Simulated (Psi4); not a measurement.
# NO2F (SMILES O=[N+]([O-])F) at B3LYP/def2-SVP (sweep point 4)

What is the vertical singlet–triplet gap of NO2F at B3LYP/def2-SVP (sweep point 4)? Input form: a Python script.

The results are computed with Psi4 1.11.

4 further runs of the same task are left out: 4 set aside as unsound or not needed.

## Step 1: The system as given

The species is NO2F (4 atoms), meant as a singlet with charge 0. As SMILES, `O=[N+]([O-])F`. The shape is that of a GFN2-xTB optimisation.

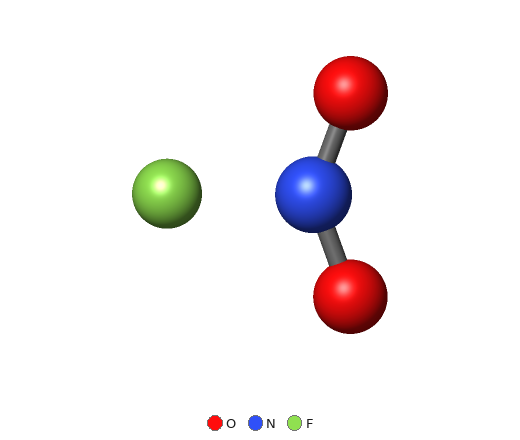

Viewed from a chosen angle; oxygen red, nitrogen blue, fluorine green.

## Step 2: A single-point energy at B3LYP/def2-SVP (sweep point 4)

File fno2.py:

```python
import psi4

psi4.set_memory('1600 MB')
psi4.set_num_threads(1)
psi4.set_output_file('fno2.out', False)

molecule = psi4.geometry("""
0 1
O      0.35666691     0.88051789     2.10829185
N      0.20732185    -0.18564669     0.23058438
O      0.89860257    -2.01098985    -0.70492454
F     -1.46259133     1.31611866    -1.63395169
units bohr
symmetry c1
""")

psi4.set_options({
    'basis': 'def2-SVP',
    'puream': True,
    'scf_type': 'pk',
    'dft_radial_points': 50,
    'dft_spherical_points': 194,
})

result, w = psi4.energy('B3LYP', molecule=molecule, return_wfn=True)
print(f'B3LYP energy: {result:.10f} Eh')
```

Launch:

```sh
$ python fno2.py
```

fno2.out:

```text
[...]
  Running in c1 symmetry.
[...]
  Nuclear repulsion =  123.467880134202574
[...]
  Multiplicity = 1
[...]
  Nalpha       = 16
  Nbeta        = 16
[...]
    Number of basis functions: 56
[...]
   @RKS iter   1:  -304.47547810078709    9.91986e-02   1.28167e-02 DIIS/ADIIS
[...]
   @RKS iter   9:  -304.64639545453559   -2.23785e-08   2.63730e-07 DIIS
[...]
    Orbital Energies [Eh]
    ---------------------
    Doubly Occupied:
       1A    -24.689102     2A    -19.262815     3A    -19.262798
       4A    -14.674533     5A     -1.363490     6A     -1.205264
       7A     -1.141983     8A     -0.689451     9A     -0.648307
      10A     -0.633268    11A     -0.597141    12A     -0.436221
      13A     -0.408876    14A     -0.405271    15A     -0.397142
      16A     -0.367867
[...]
  @RKS Final Energy:  -304.64639545453559
   => Energetics <=
    Nuclear Repulsion Energy =            123.4678801342025736
    One-Electron Energy =                -663.8727370303561202
    Two-Electron Energy =                 263.6124711035710675
    DFT Exchange-Correlation Energy =     -27.8540096619531035
    Empirical Dispersion Energy =           0.0000000000000000
    VV10 Nonlocal Energy =                  0.0000000000000000
    Total Energy =                       -304.6463954545355932
[...]
 Multipole Moments:
 ------------------------------------------------------------------------------------
     Multipole            Electronic (a.u.)      Nuclear  (a.u.)        Total (a.u.)
 ------------------------------------------------------------------------------------
 L = 1.  Multiply by 2.5417464519 to convert [e a0] to [Debye]
 Dipole X            :         -0.4408404            0.6963496            0.2555092
 Dipole Y            :          0.3972769           -0.6266305           -0.2293536
 Dipole Z            :         -0.4931572            0.7779552            0.2847980
 Magnitude           :                                                    0.4460918
[...]
```

The script printed:

```text
B3LYP energy: -304.6463954545 Eh
```

Run time: 3.6 s. Hardware: 1 thread of Intel Xeon Platinum 8259CL at 2.50GHz (Skylake/Cascade Lake), shared host; peak memory 0.26 GiB.

## Step 3: The triplet at the same level

File run.py:

```python
import psi4

psi4.set_memory('1600 MB')
psi4.set_num_threads(1)
psi4.core.set_output_file('output.dat', False)

geom = psi4.geometry("""
0 3
O      0.35666691     0.88051789     2.10829185
N      0.20732185    -0.18564669     0.23058438
O      0.89860257    -2.01098985    -0.70492454
F     -1.46259133     1.31611866    -1.63395169
units bohr
symmetry c1
""")

psi4.set_options({
    'reference': 'uks',
    'puream': True,
    'scf_type': 'pk',
    'dft_radial_points': 50,
    'dft_spherical_points': 194,
    'maxiter': 150,
})

E, wfn = psi4.energy('b3lyp/def2-SVP', molecule=geom, return_wfn=True)
print(f'total energy {E:.8f} hartree = {E * 27.211386:.5f} eV')
for k, v in sorted(psi4.core.scalar_variables().items()):
    print(f'{k:45s} {v:18.10f}')
```

Launch:

```sh
$ python run.py
```

output.dat:

```text
[...]
  Running in c1 symmetry.
[...]
  Nuclear repulsion =  123.467880134202574
[...]
  Multiplicity = 3
[...]
  Nalpha       = 17
  Nbeta        = 15
[...]
    Number of basis functions: 56
[...]
   @UKS iter   1:  -304.38223311726335    1.92444e-01   8.25388e-03 DIIS/ADIIS
[...]
   @UKS iter  12:  -304.46130150393827   -1.40686e-08   5.90138e-07 DIIS
[...]
   @S^2 Observed:                2.020807966E+00
[...]
    Orbital Energies [Eh]
    ---------------------
    Alpha Occupied:
       1A    -24.716122     2A    -19.276703     3A    -19.276645
       4A    -14.575863     5A     -1.358855     6A     -1.208673
       7A     -1.160407     8A     -0.696450     9A     -0.650620
      10A     -0.647732    11A     -0.605455    12A     -0.476886
      13A     -0.441489    14A     -0.426681    15A     -0.424022
      16A     -0.414260    17A     -0.183032
    Alpha Virtual:
      18A     -0.047697    19A      0.213381    20A      0.487706
      21A      0.495326    22A      0.629019    23A      0.692831
      24A      0.712913    25A      0.810935    26A      0.848421
[...]
  @UKS Final Energy:  -304.46130150393827
   => Energetics <=
    Nuclear Repulsion Energy =            123.4678801342025736
    One-Electron Energy =                -663.8679683849547928
    Two-Electron Energy =                 263.8304476558536749
    DFT Exchange-Correlation Energy =     -27.8916609090397358
    Empirical Dispersion Energy =           0.0000000000000000
    VV10 Nonlocal Energy =                  0.0000000000000000
    Total Energy =                       -304.4613015039382731
[...]
 Multipole Moments:
 ------------------------------------------------------------------------------------
     Multipole            Electronic (a.u.)      Nuclear  (a.u.)        Total (a.u.)
 ------------------------------------------------------------------------------------
 L = 1.  Multiply by 2.5417464519 to convert [e a0] to [Debye]
 Dipole X            :         -0.5071835            0.6963496            0.1891661
 Dipole Y            :          0.4560405           -0.6266305           -0.1705900
 Dipole Z            :         -0.5659216            0.7779552            0.2120336
 Magnitude           :                                                    0.3314257
[...]
```

Standard output:

```text
total energy -304.46130150 hartree = -8284.81400 eV
CURRENT ENERGY                                   -304.4613015039
CURRENT REFERENCE ENERGY                         -304.4613015039
DD SOLVATION ENERGY                                 0.0000000000
DFT FUNCTIONAL TOTAL ENERGY                      -304.4613015039
DFT TOTAL ENERGY                                 -304.4613015039
DFT VV10 ENERGY                                     0.0000000000
DFT XC ENERGY                                     -27.8916609090
GRID ELECTRONS ALPHA                               16.9999820211
GRID ELECTRONS BETA                                14.9999941488
GRID ELECTRONS TOTAL                               31.9999761699
NUCLEAR REPULSION ENERGY                          123.4678801342
ONE-ELECTRON ENERGY                              -663.8679683850
PCM POLARIZATION ENERGY                             0.0000000000
PE ENERGY                                           0.0000000000
SCF ITERATION ENERGY                             -304.4613015039
SCF ITERATIONS                                     12.0000000000
SCF TOTAL ENERGY                                 -304.4613015039
TWO-ELECTRON ENERGY                               263.8304476559
XC GRID RADIAL POINTS                              50.0000000000
XC GRID SPHERICAL POINTS                          194.0000000000
XC GRID TOTAL POINTS                            37179.0000000000
```

Wall time 4.5 s (1 thread of Intel Xeon Platinum 8259CL at 2.50GHz (Skylake/Cascade Lake), shared host); peak memory 0.26 GiB.

## Step 4: Outcome

Level: B3LYP/def2-SVP (sweep point 4).

| quantity | value |
| --- | --- |
| singlet: total energy | -304.64640 Eh |
| singlet: dipole moment | 1.13 D |
| singlet: HOMO energy | -10.01 eV |
| singlet: LUMO energy | -2.55 eV |
| singlet: HOMO–LUMO gap | 7.46 eV |
| triplet: total energy | -304.46130 Eh |
| triplet: dipole moment | 0.84 D |
| triplet: HOMO energy (highest over α and β) | -4.98 eV |
| triplet: ⟨S²⟩ | 2.021 |
| vertical energy of the triplet above the singlet | 5.037 eV |

What this shows: At this shape the triplet lies 5.04 eV (116 kcal/mol) above the singlet.
